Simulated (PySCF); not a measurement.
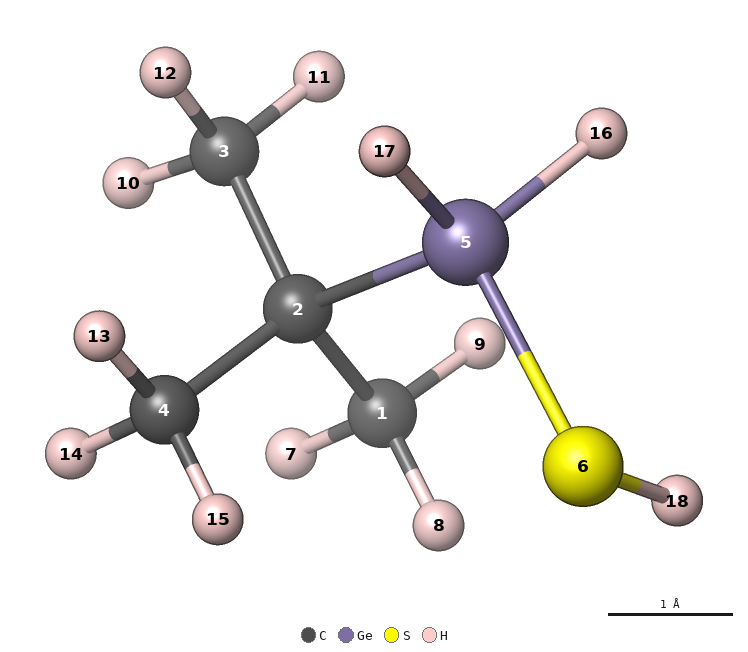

Orthographic view. Depth is shown by fading: the farther an atom, the more it takes the colour of the background. The computed structure is the end point of a PBE0-D3(BJ)/def2-SVP optimisation. No frequency run is at hand to confirm it as a minimum.

List the bonded neighbours of every atom.

C1: C2, H7, H8, H9
C2: C1, C3, C4, Ge5
C3: C2, H10, H11, H12
C4: C2, H13, H14, H15
Ge5: C2, S6, H16, H17
S6: Ge5, H18
(terminal hydrogens appear only as neighbours)
